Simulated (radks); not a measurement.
# Nuclear size and the levels of Ge²⁺

Aim: how the total energy, the levels and the density at the nucleus of Ge²⁺ respond when the nuclear radius is scaled.

The numbers are computed with radks (a radial shooting solver on a logarithmic mesh, Libxc functionals) version 1 (Dirac Kohn-Sham, exchange-only LDA, spin-unpolarised, spherical densities, finite nucleus), except any that are marked as measured or tabulated.

## 1. Starting point

```
element            : germanium (Z = 32)
charge             : +2
electrons          : 30
configuration      : [Ar] 3d10 4s2
nuclear rms radius : 4.0742 fm
```

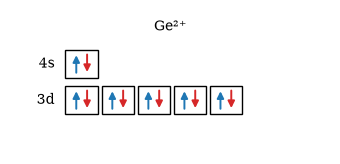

Outer shells as boxes.

In the logs a row gives level, spin channel, occupation and eigenvalue; Etot, Ekin, Encl (electron-nucleus), Eh (Hartree) and Exc are energies, all in hartree; err is the last residual, it the number of iterations.

## 2. rms radius 4.0742 fm

Input:

```text
Z 32
configuration [Ar] 3d10 4s2 4p0 5s0
relativity Dirac
functional lda,
spin unpolarised
j_filling average
nucleus finite rms 4.0742 fm
c 137.035999084
```

The log of the run:

```text
1s1/2   1   2.0000        -402.60131187
2s1/2   1   2.0000         -50.96636285
2p1/2   1   2.0000         -45.45611563
2p3/2   1   4.0000         -44.28744219
3s1/2   1   2.0000          -6.83028735
3p1/2   1   2.0000          -5.01372191
3p3/2   1   4.0000          -4.85615252
3d3/2   1   4.0000          -1.76658717
3d5/2   1   6.0000          -1.74498722
4s1/2   1   2.0000          -1.04000364
4p1/2   1   0.0000          -0.70342846
4p3/2   1   0.0000          -0.69213608
5s1/2   1   0.0000          -0.33558184
Etot -2092.356137272659
Ekin 2137.937936579232
Encl -5035.876674239853
Eh 878.8535199145679
Exc -73.27091952660581
err 5.912672105935211e-09
it 15
```

The top filled level is 4s1/2, -28.300 eV.

Sizes of the orbitals, from the radial functions (bohr):

| level | occupation | energy (eV) | <r> | outermost maximum (interpolated) | 90 % within | nodes |
| --- | --- | --- | --- | --- | --- | --- |
| 3p1/2 | 2 | -136.43 | 0.6406 | 0.538 | 0.987 | 1 |
| 3p3/2 | 4 | -132.14 | 0.6515 | 0.546 | 1.00 | 1 |
| 3d3/2 | 4 | -48.071 | 0.7309 | 0.500 | 1.24 | 0 |
| 3d5/2 | 6 | -47.484 | 0.7361 | 0.503 | 1.25 | 0 |
| 4s1/2 | 2 | -28.300 | 1.948 | 1.67 | 2.88 | 3 |
| 4p1/2 | 0 | -19.141 | 2.321 | 1.96 | 3.48 | 2 |
| 4p3/2 | 0 | -18.834 | 2.353 | 1.99 | 3.53 | 2 |
| 5s1/2 | 0 | -9.132 | 4.730 | 4.38 | 6.80 | 4 |

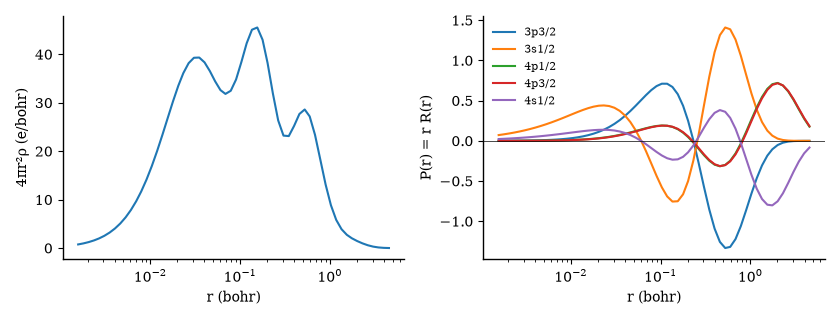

Left: shells in the radial density. Right: radial functions of the outer levels.

## 3. rms radius 3.3123 fm

Settings, as their differences from step 2:

```diff
@@ -6,3 +6,3 @@
 j_filling average
-nucleus finite rms 4.0742 fm
+nucleus finite rms 3.3123 fm
 c 137.035999084
```

The log of the run:

```text
1s1/2   1   2.0000        -402.60310618
2s1/2   1   2.0000         -50.96653723
2p1/2   1   2.0000         -45.45610111
2p3/2   1   4.0000         -44.28742665
3s1/2   1   2.0000          -6.83031313
3p1/2   1   2.0000          -5.01371899
3p3/2   1   4.0000          -4.85614944
3d3/2   1   4.0000          -1.76658503
3d5/2   1   6.0000          -1.74498510
4s1/2   1   2.0000          -1.04000563
4p1/2   1   0.0000          -0.70342778
4p3/2   1   0.0000          -0.69213540
5s1/2   1   0.0000          -0.33558218
Etot -2092.360359105668
Ekin 2137.9532535436397
Encl -5035.896517470909
Eh 878.8539069336114
Exc -73.27100211200998
err 5.913076939329847e-09
it 15
```

Energy against step 2 (rms radius 4.0742 fm): -0.115 eV. The top filled level is 4s1/2, -28.300 eV.

## 4. rms radius 3.8909 fm

Settings, as their differences from step 3:

```diff
@@ -6,3 +6,3 @@
 j_filling average
-nucleus finite rms 3.3123 fm
+nucleus finite rms 3.8909 fm
 c 137.035999084
```

The log of the run:

```text
1s1/2   1   2.0000        -402.60177525
2s1/2   1   2.0000         -50.96640788
2p1/2   1   2.0000         -45.45611188
2p3/2   1   4.0000         -44.28743817
3s1/2   1   2.0000          -6.83029401
3p1/2   1   2.0000          -5.01372116
3p3/2   1   4.0000          -4.85615172
3d3/2   1   4.0000          -1.76658661
3d5/2   1   6.0000          -1.74498667
4s1/2   1   2.0000          -1.04000415
4p1/2   1   0.0000          -0.70342829
4p3/2   1   0.0000          -0.69213591
5s1/2   1   0.0000          -0.33558193
Etot -2092.357227547334
Ekin 2137.9418825082616
Encl -5035.881789062365
Eh 878.8536198604323
Exc -73.27094085366286
err 5.912936190151505e-09
it 15
```

Energy against step 2 (rms radius 4.0742 fm): -0.030 eV. The top filled level is 4s1/2, -28.300 eV.

## 5. rms radius 4.4531 fm

Settings, as their differences from step 4:

```diff
@@ -6,3 +6,3 @@
 j_filling average
-nucleus finite rms 3.8909 fm
+nucleus finite rms 4.4531 fm
 c 137.035999084
```

The log of the run:

```text
1s1/2   1   2.0000        -402.60029077
2s1/2   1   2.0000         -50.96626362
2p1/2   1   2.0000         -45.45612388
2p3/2   1   4.0000         -44.28745103
3s1/2   1   2.0000          -6.83027267
3p1/2   1   2.0000          -5.01372357
3p3/2   1   4.0000          -4.85615427
3d3/2   1   4.0000          -1.76658838
3d5/2   1   6.0000          -1.74498842
4s1/2   1   2.0000          -1.04000250
4p1/2   1   0.0000          -0.70342885
4p3/2   1   0.0000          -0.69213647
5s1/2   1   0.0000          -0.33558165
Etot -2092.353734718965
Ekin 2137.929260938138
Encl -5035.865422799355
Eh 878.8532996728816
Exc -73.27087253063019
err 5.912531223767294e-09
it 15
```

Energy against step 2 (rms radius 4.0742 fm): +0.065 eV. 4s1/2 is the highest filled level (-28.300 eV).

## 6. rms radius 4.5387 fm

Settings, as their differences from step 5:

```diff
@@ -6,3 +6,3 @@
 j_filling average
-nucleus finite rms 4.4531 fm
+nucleus finite rms 4.5387 fm
 c 137.035999084
```

The log of the run:

```text
1s1/2   1   2.0000        -402.60004832
2s1/2   1   2.0000         -50.96624006
2p1/2   1   2.0000         -45.45612585
2p3/2   1   4.0000         -44.28745313
3s1/2   1   2.0000          -6.83026919
3p1/2   1   2.0000          -5.01372397
3p3/2   1   4.0000          -4.85615468
3d3/2   1   4.0000          -1.76658867
3d5/2   1   6.0000          -1.74498871
4s1/2   1   2.0000          -1.04000223
4p1/2   1   0.0000          -0.70342894
4p3/2   1   0.0000          -0.69213656
5s1/2   1   0.0000          -0.33558160
Etot -2092.353164253967
Ekin 2137.9272045997122
Encl -5035.86275486036
Eh 878.85324737869
Exc -73.27086137200928
err 5.912696159380133e-09
it 15
```

Energy against step 2 (rms radius 4.0742 fm): +0.081 eV. The top filled level is 4s1/2, -28.300 eV.

## 7. What came out

| rms radius (fm) | total energy shift (eV) | density at nucleus (e/bohr³) | 1s1/2 shift (meV) | 2s1/2 shift (meV) | 2p1/2 shift (meV) | 3s1/2 shift (meV) | 3p1/2 shift (meV) |
| --- | --- | --- | --- | --- | --- | --- | --- |
| 3.3123 | -0.115 | 3.198e+04 | -48.8 | -4.75 | 0.395 | -0.702 | 0.0794 |
| 3.8909 | -0.0297 | 3.166e+04 | -12.6 | -1.23 | 0.102 | -0.181 | 0.0205 |
| 4.0742 | 0 | 3.157e+04 | 0 | 0 | 0 | 0 | 0 |
| 4.4531 | 0.0654 | 3.139e+04 | 27.8 | 2.70 | -0.225 | 0.399 | -0.0452 |
| 4.5387 | 0.0809 | 3.135e+04 | 34.4 | 3.34 | -0.278 | 0.494 | -0.0559 |

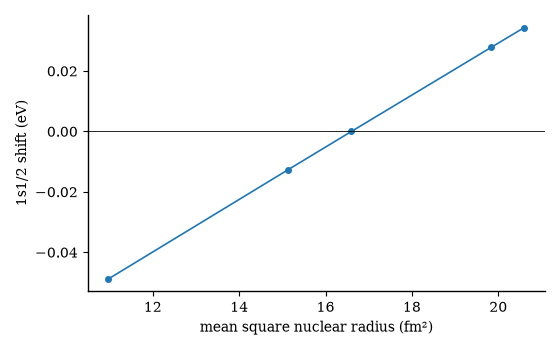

Shift of the 1s1/2 level against the mean square radius.

Shifts are against the first run. Over the range the 1s1/2 level moves by 0.0832 eV and the 3p1/2 level by -0.135 meV. A larger nucleus binds the 1s electrons less and lowers the density at its centre. These are shifts of eigenvalues, not the field shifts of spectral lines.
